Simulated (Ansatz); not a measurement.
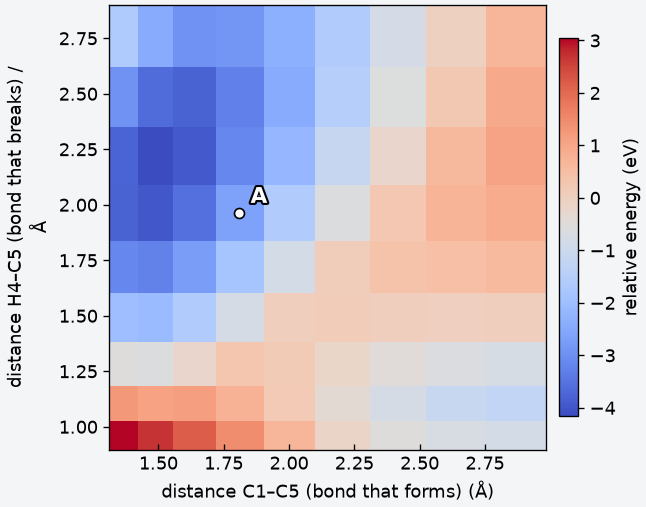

The reacting system C₂H₄F₂ (fragments CF₂ + CH₄ where the first distance is long, C₂H₄F₂ where the second is long). 
- First axis: distance C1–C5 (bond that forms). Second axis: distance H4–C5 (bond that breaks).
- Relaxed at each point: all other coordinates.
- Grid: 9 × 9 points.
- Points are written as (first, second).
- Energies are in eV, from a guessed transition structure relaxed with its forming and breaking bonds held.
- Energies and slopes of some neighbouring points disagree (a jump in structure or state, or too coarse a mesh). The reference is spin-restricted, so regions where a bond is pulled apart into radicals lie too high.
- All numbers below come from RKS r2SCAN0-D4/def2-SVP in Ansatz.

In the figure: one coloured cell a grid point, the point A.

Q: Is A at rest? If not, where is it pushed?

A: A, at (1.808 Å, 1.963 Å), is not a stationary point. The computed force is 5.5 eV for each Å towards smaller values of the first coordinate and 2.7 eV for each Å towards larger values of the second coordinate.
